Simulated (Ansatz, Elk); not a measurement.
# SnCl3: X-ray structure factors from the self-consistent density

Structure refinements treat a crystal as free atoms side by side. For a made-up structure of SnCl3 (cell and positions from a r2SCAN relaxation) the runs below show what the calculated density changes in F(hkl).

Program: Elk 11.2.3 (patched build). Level of theory: DFT, PBE, all-electron APW+lo, Dirac cores, scalar-relativistic bands, static density, no spin. Results are calculated unless marked as measured.

The structure was built from a prototype and need not be the compound's stable phase.

### Step 1. The structure

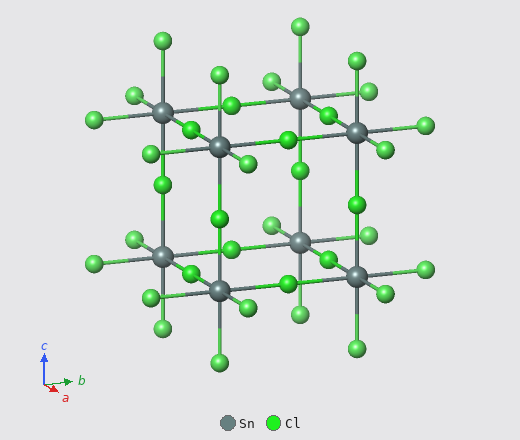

The cell as given, slightly off an axis (tin teal, chlorine green). Some periodic images of atoms are drawn too.

Structure file:

```cif
data_structure
_symmetry_space_group_name_H-M 'Pm-3m'
_symmetry_Int_Tables_number 221
_cell_length_a 5.1683
_cell_length_b 5.1683
_cell_length_c 5.1683
_cell_angle_alpha 90.000
_cell_angle_beta 90.000
_cell_angle_gamma 90.000
_cell_volume 138.05
loop_
_atom_site_label
_atom_site_type_symbol
_atom_site_symmetry_multiplicity
_atom_site_Wyckoff_symbol
_atom_site_fract_x
_atom_site_fract_y
_atom_site_fract_z
_atom_site_occupancy
Sn1 Sn 1 a 0.00000 0.00000 0.00000 1
Cl1 Cl 3 d 0.00000 0.50000 0.00000 1
```

### Step 2. Ground state and structure factors

An all-electron density is needed, since X-rays see the cores too. Task 0 finds the density and task 195 Fourier-transforms it; tshift is off so that phases refer to the origin typed.

The input, elk.in:

```
tasks
  0
  195

xctype
  20

spinpol
  .false.

rgkmax
  7.0

gmaxvr
  14.0

lmaxo
  7

lmaxapw
  8

swidth
  0.002

tshift
  .false.

ramdisk
  .false.

hmaxvr
  5.5

maxscl
  120

epspot
  1e-06

sppath
  './'

avec
  9.76658459158 -0.00000000000 -0.00000000000
  -0.00000000000 9.76658459158 -0.00000000000
  0.00000000000 -0.00000000000 9.76658459158

atoms
  2
  'Sn.in'
  1
  -0.0000000000 -0.0000000000 -0.0000000000   0.000000 0.000000 0.000000
  'Cl.in'
  3
  -0.0000000000 0.5000000000 0.0000000000   0.000000 0.000000 0.000000
  -0.0000000000 0.0000000000 0.5000000000   0.000000 0.000000 0.000000
  0.5000000000 0.0000000000 0.0000000000   0.000000 0.000000 0.000000

ngridk
  5 5 5
```

Command:

```bash
OMP_NUM_THREADS=4 elk
```

Numbers of over 12 decimals in the logs are rounded to 6 here.

Log:

```text
┌─────────────────────────┐
│ Elk code version 11.2.3 │
└─────────────────────────┘

All units are atomic (Hartree, Bohr, etc.)

┌─────────────────────────────────────────────────┐
│ Ground-state run starting from atomic densities │
└─────────────────────────────────────────────────┘

Lattice vectors :
   9.766584592      -0.000000000      -0.000000000
  -0.000000000       9.766584592      -0.000000000
   0.000000000      -0.000000000       9.766584592

Reciprocal lattice vectors :
  0.6433349600       0.000000000       0.000000000
   0.000000000      0.6433349600       0.000000000
   0.000000000       0.000000000      0.6433349600

Unit cell volume      :    931.5971429
Brillouin zone volume :   0.2662633901

Muffin-tin inner radius fraction :   0.1000000000E-01

Nuclei treated as point charges

Species : 1 (Sn)
 parameters loaded from : Sn.in
 name : tin
 nuclear charge    :   -50.00000000
 electronic charge :    50.00000000
 atomic mass :    216395.0922
 muffin-tin radius :    2.600000000
 number of radial points in muffin-tin :   1193
 inner part over the whole radius :   0.9914297220E-02
 number on inner part of muffin-tin    :    850
 approximate nuclear radius :   0.8828114845E-04
 number of mesh points to nuclear radius :    428
 atomic positions (lattice), magnetic fields (Cartesian) :
  1 :   0.00000000  0.00000000  0.00000000    0.00000000  0.00000000  0.00000000

Species : 2 (Cl)
 parameters loaded from : Cl.in
 name : chlorine
 nuclear charge    :   -17.00000000
 electronic charge :    17.00000000
 atomic mass :    64626.86550
 muffin-tin radius :    2.200000000
 number of radial points in muffin-tin :    793
 inner part over the whole radius :   0.9992010025E-02
 number on inner part of muffin-tin    :    555
 approximate nuclear radius :   0.6305718926E-04
 number of mesh points to nuclear radius :    253
 atomic positions (lattice), magnetic fields (Cartesian) :
  1 :   0.00000000  0.50000000  0.00000000    0.00000000  0.00000000  0.00000000
  2 :   0.00000000  0.00000000  0.50000000    0.00000000  0.00000000  0.00000000
  3 :   0.50000000  0.00000000  0.00000000    0.00000000  0.00000000  0.00000000

Total number of atoms per unit cell :    4
Total muffin-tin volume :    207.4288909
 ratio of muffin-tin to unit cell volume :   0.2226594323

Spin treatment :
 spin-unpolarised

Number of Bravais lattice symmetries :   48
Number of crystal symmetries         :   48
Crystal has inversion symmetry
Real symmetric eigensolver will be used

k-point grid :      5     5     5
k-point offset :    0.000000000       0.000000000       0.000000000
k-point set is reduced with full crystal symmetry group
Total number of k-points :       10

Muffin-tin radius times maximum |G+k| :    7.000000000
 using average radius
Maximum |G+k| for APW functions       :    3.043478261
Maximum (1/2)|G+k|²                   :    4.631379962
Maximum |G| for potential and density :    14.00000000
Constant for pseudocharge density :    9
 order of it for each species :   16  16
 order of it for pair densities of each species (exact exchange by exxq0 0: 17) :   13   8
Radial integration step length :    1

G-vector grid sizes :     45    45    45
Number of G-vectors :    43147

Maximum angular momentum used for
 APW functions            :    8
 outer part of muffin-tin :    7
 inner part of muffin-tin :    2

Total nuclear charge    :   -101.0000000
Total core charge       :    60.00000000
Total valence charge    :    41.00000000
Total excess charge     :    0.000000000
Total electronic charge :    101.0000000

Effective Wigner radius, rₛ :    1.300986295

Number of empty states         :     16
Total number of valence states :     37
Total number of core states    :     60

Third-order local-orbitals added for an l without core states : T
Total number of local-orbitals :     32

Exchange-correlation functional :     20     0     0
 Perdew-Burke-Ernzerhof, Phys. Rev. Lett. 77, 3865 (1996)
 gradient requirement :    1
[...]
Madelung                    :     -9157.4467805035
 xc potential                :     -326.04437716066
 exchange                    :     -245.23639285999
 correlation                 :     -4.696096
 electron entropic           :    -0.52310616152807E-03
 total energy                :     -7564.7759478812

Density of states at Fermi energy :    40.91635596
 (states/Hartree/unit cell)

Estimated indirect band gap :   0.9535589085E-02
 from k-point 5 to k-point 8
Estimated direct band gap   :   0.9478424163E-01
 at k-point 8

Charges :
 core                        :    60.00000000
 valence                     :    41.00000000
 interstitial                :    6.017947870
 muffin-tins (core leakage)
  species : 1 (Sn)
   atom 1                    :    47.70295760     (  0.6778468931E-04)
  species : 2 (Cl)
   atom 1                    :    15.75969818     (  0.1483480351E-04)
[...]
total in muffin-tins        :    94.98205213
 total calculated charge     :    100.9985851
 total charge                :    101.0000000
 error                       :   0.1414902435E-02

RMS change in Kohn-Sham potential (target) :   0.3304362045     (  0.1000000000E-05)
Absolute change in total energy (target)   :   0.5343948504     (  0.1000000000E-03)

[... loops 3 to 12 left out ...]

┌──────────────────┐
│ Loop number : 13 │
└──────────────────┘

Energies :
 Fermi                       :    -0.14635386611515E-01
 sum of occupied eigenvalues :     -4530.2068735662
 electron kinetic            :      7896.3611193326
 core electron kinetic       :      7602.5591138611
 Coulomb                     :     -15210.138452654
 Coulomb potential           :     -12101.420572117
 nuclear-nuclear             :     -565.83381830909
 electron-nuclear            :     -17196.749542089
 Hartree                     :      2552.4449077439
 Madelung                    :     -9159.4281665955
 xc potential                :     -325.14742078201
 exchange                    :     -245.21415507474
 correlation                 :     -4.698199
 electron entropic           :    -0.62242231212586E-03
 total energy                :     -7563.6903101429

Density of states at Fermi energy :    49.04268799
 (states/Hartree/unit cell)

Estimated indirect band gap :   0.7537696873E-02
 from k-point 5 to k-point 8
Estimated direct band gap   :   0.5674476135E-01
 at k-point 8

Charges :
 core                        :    60.00000000
 valence                     :    41.00000000
 interstitial                :    6.061816525
 muffin-tins (core leakage)
  species : 1 (Sn)
[...]
species : 2 (Cl)
[...]
total in muffin-tins        :    94.93818347
 total calculated charge     :    100.9985320
 total charge                :    101.0000000
 error                       :   0.1468018188E-02

RMS change in Kohn-Sham potential (target) :   0.3722683105E-06 (  0.1000000000E-05)
Absolute change in total energy (target)   :   0.4509494374E-04 (  0.1000000000E-03)

Convergence targets achieved

┌──────────────────┐
│ Loop number : 14 │
└──────────────────┘

Energies :
 Fermi                       :    -0.14635523126231E-01
 sum of occupied eigenvalues :     -4530.2068834131
 electron kinetic            :      7896.3611141635
 core electron kinetic       :      7602.5591162022
 Coulomb                     :     -15210.138454737
 Coulomb potential           :     -12101.420569090
 nuclear-nuclear             :     -565.83381830909
 electron-nuclear            :     -17196.749549784
 Hartree                     :      2552.4449133569
 Madelung                    :     -9159.4281701913
 xc potential                :     -325.14742848633
 exchange                    :     -245.21415516255
 correlation                 :     -4.698199
 electron entropic           :    -0.62242272011318E-03
 total energy                :     -7563.6903174765

Density of states at Fermi energy :    49.04272359
 (states/Hartree/unit cell)

Estimated indirect band gap :   0.7537690114E-02
 from k-point 5 to k-point 8
Estimated direct band gap   :   0.5674461638E-01
 at k-point 8

Charges :
 core                        :    60.00000000
 valence                     :    41.00000000
 interstitial                :    6.061815263
 muffin-tins (core leakage)
  species : 1 (Sn)
[...]
species : 2 (Cl)
   atom 1                    :    15.66182854     (  0.1499367232E-04)
   atom 2                    :    15.66182854     (  0.1499367232E-04)
   atom 3                    :    15.66182854     (  0.1499367232E-04)
 total in muffin-tins        :    94.93818474
 total calculated charge     :    100.9985320
 total charge                :    101.0000000
 error                       :   0.1468019630E-02

┌──────────────────────────────┐
│ Self-consistent loop stopped │
└──────────────────────────────┘

Wrote STATE.OUT
```

Wall time 22 s (4 threads of Arm Neoverse V1, shared host); peak memory 0.18 GiB.

SFACRHO.OUT:

```text

h k l indices transformed by vhmat matrix:
   1.000000000       0.000000000       0.000000000    
   0.000000000       1.000000000       0.000000000    
   0.000000000       0.000000000       1.000000000    

      h      k      l  multipl.   |H|            Re(F)            Im(F)           |F|

      0      0      0      1   0.0000000       101.00000      0.73483522E-16   101.00000    
      0      0      1      6  0.64333496       61.731540      0.74597935E-14   61.731540    
      0     -1      1     12  0.90981303       29.768354     -0.80055173E-16   29.768354    
     -1     -1     -1      8   1.1142888       2.8124014     -0.20217159E-13   2.8124014    
      0      0     -2      6   1.2866699       77.537034      0.13292167E-13   77.537034    
     -1     -2      0     24   1.4385407       50.962427      0.64665125E-14   50.962427    
     -2      1      1     24   1.5758424       27.250553      0.24574620E-13   27.250553    
     -2      2      0     12   1.8196261       66.430515     -0.42945753E-16   66.430515    
     -2      1     -2     24   1.9300049       45.046909      0.27884683E-13   45.046909    
     -3      0      0      6   1.9300049       45.034478     -0.20813088E-13   45.034478    
      0      3     -1     24   2.0344038       25.041739      0.15152214E-13   25.041739    
      3     -1      1     24   2.1337007       6.1894474      0.20266303E-13   6.1894474    
      2      2      2      8   2.2285777       59.879913     -0.30944409E-13   59.879913    
      0      3     -2     24   2.3195772       41.060544      0.29190126E-13   41.060544    
     -3      1      2     48   2.4071390       23.125871     -0.23710274E-13   23.125871    
      4      0      0      6   2.5733398       55.573387     -0.19161466E-13   55.573387    
     -1      0      4     24   2.6525380       38.361895     -0.23826367E-13   38.361895    
      2     -3     -2     24   2.6525380       38.174093     -0.17668347E-13   38.174093
```

Elk indexes on the primitive cell of elk.in and gives |H| = 4π sin θ/λ in inverse bohr. Below, one row stands for each form hkl of the conventional cell (m members, Friedel mates merged), F is for one primitive cell and the density is static (no thermal factor). Free-atom factors are Waasmaier and Kirfel's, and R is Σm||F|−|F'||/Σm|F|.

| hkl | m | sin θ/λ (Å⁻¹) | abs F, DFT | neutral atoms | diff. |
| --- | --- | --- | --- | --- | --- |
| 100 | 6 | 0.097 | 61.731 | 61.885 | -0.154 |
| 110 | 12 | 0.137 | 29.768 | 30.081 | -0.313 |
| 111 | 8 | 0.168 | 2.812 | 3.198 | -0.386 |
| 200 | 6 | 0.194 | 77.537 | 77.254 | +0.283 |
| 210 | 24 | 0.216 | 50.962 | 50.872 | +0.090 |
| 211 | 24 | 0.237 | 27.251 | 27.224 | +0.026 |
| 220 | 12 | 0.274 | 66.430 | 66.470 | -0.039 |
| 221 | 24 | 0.290 | 45.047 | 45.059 | -0.012 |
| 300 | 6 | 0.290 | 45.035 | 45.059 | -0.024 |
| 310 | 24 | 0.306 | 25.042 | 25.018 | +0.024 |
| 311 | 24 | 0.321 | 6.189 | 6.086 | +0.104 |
| 222 | 8 | 0.335 | 59.880 | 60.005 | -0.125 |
| 320 | 24 | 0.349 | 41.060 | 41.160 | -0.099 |
| 321 | 48 | 0.362 | 23.126 | 23.119 | +0.007 |
| 400 | 6 | 0.387 | 55.573 | 55.557 | +0.016 |
| 410 | 24 | 0.399 | 38.362 | 38.257 | +0.105 |
| 322 | 24 | 0.399 | 38.174 | 38.257 | -0.083 |
| 330 | 12 | 0.410 | 21.448 | 21.491 | -0.043 |

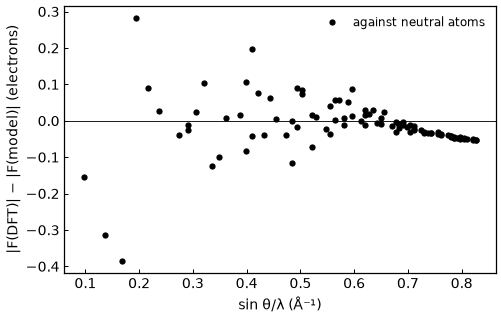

Difference between the calculated structure factors and the independent-atom ones.

### Step 3. The highest occupied states alone

An energy window below the Fermi level keeps the highest occupied states, to see at which angles they scatter; shallow core shells can lie inside it and anion s states outside. No new self-consistency is needed.

Edit elk.in of step 2 so:

```diff
@@ -1,3 +1,2 @@
 tasks
-  0
   195
@@ -40,2 +39,5 @@
 
+wsfac
+  -0.565880 0.285360
+
 sppath
```

Command:

```bash
OMP_NUM_THREADS=4 elk
```

Log:

```text
┌─────────────────────────────────┐
│ Elk code version 11.2.3 started │
└─────────────────────────────────┘

Info(readinput): the functional depends on the density's gradient
 muffin-tin radial points multiplied by    2.00000
 (not where nrmtscf is given)

┌────────────────────┐
│ Current task : 195 │
└────────────────────┘

Info(sfacrho): density structure factors written to SFACRHO.OUT

 Energy window :  -0.5658800000      0.2853600000

┌──────────────────┐
│ Elk code stopped │
└──────────────────┘
```

It took 13 s on 4 threads; peak memory 0.16 GiB.

States within 15 eV below the Fermi level hold 24.69 electrons; any levels below the window count with the cores, and a count that is not whole means the window cuts a band. Their amplitudes can exceed the total, where window and core parts have opposite phase:

| hkl | sin θ/λ (Å⁻¹) | abs F, window | abs F, all |
| --- | --- | --- | --- |
| 100 | 0.097 | 7.346 | 61.731 |
| 110 | 0.137 | 3.365 | 29.768 |
| 111 | 0.168 | 9.690 | 2.812 |
| 200 | 0.194 | 8.391 | 77.537 |
| 210 | 0.216 | 2.258 | 50.962 |
| 211 | 0.237 | 1.563 | 27.251 |
| 220 | 0.274 | 2.793 | 66.430 |
| 221 | 0.290 | 0.650 | 45.047 |
| 300 | 0.290 | 0.598 | 45.035 |
| 310 | 0.306 | 0.628 | 25.042 |

(Continued in part 2 of 2.)

[Logs are printed without paths, hosts, clocks, repeated set-up lines and the standing remarks that a program may print on its own settings, such as how far it seeks lower states.]

[Hosts, paths, dates, database ids (printed as entryN), source tags and the programs' standing remarks are cut or masked in the printed files.]
